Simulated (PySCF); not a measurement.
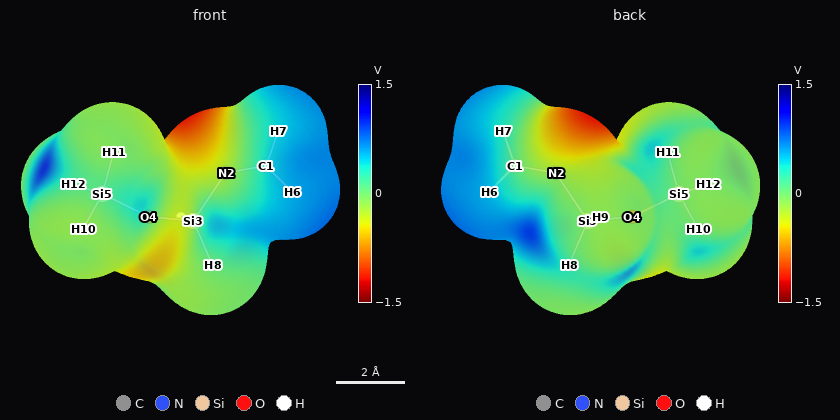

The picture shows: CH7NOSi2 (SMILES C=N[SiH2]O[SiH3]). The electrostatic potential painted on the density surface at 0.001 e/bohr³, seen from the front and from behind; red is negative and blue positive.

Geometry: GFN2-xTB.

These are results of PBE0/def2-SVPD, SCF density, gas phase in PySCF, not measurements.

```yaml
atoms:
  - { symbol: C, position_ang: [2.4925, 0.8210, 0.4590] }
  - { symbol: N, position_ang: [1.4071, 0.5766, -0.1003] }
  - { symbol: Si, position_ang: [0.5210, -0.8633, -0.4448] }
  - { symbol: O, position_ang: [-0.9989, -0.5904, 0.0362] }
  - { symbol: Si, position_ang: [-2.4308, 0.1628, 0.0483] }
  - { symbol: H, position_ang: [3.1517, 0.0685, 0.9051] }
  - { symbol: H, position_ang: [2.8413, 1.8500, 0.5237] }
  - { symbol: H, position_ang: [0.8803, -2.0860, 0.2709] }
  - { symbol: H, position_ang: [0.5828, -0.9702, -1.8988] }
  - { symbol: H, position_ang: [-3.2730, -0.7176, 0.8555] }
  - { symbol: H, position_ang: [-2.2638, 1.4843, 0.6494] }
  - { symbol: H, position_ang: [-2.9089, 0.2636, -1.3302] }
```

Describe the electrostatic potential map.

Answer. The most negative region (about −1.1 V, or −25 kcal/mol for a unit charge) lies over N2, the most positive (about +0.9 V, or +21 kcal/mol for a unit charge) over Si3 and Si5. N2 is the likeliest acceptor of a hydrogen bond.

How polar is the molecule by this calculation?

Answer. Its dipole moment is 1.47 D.
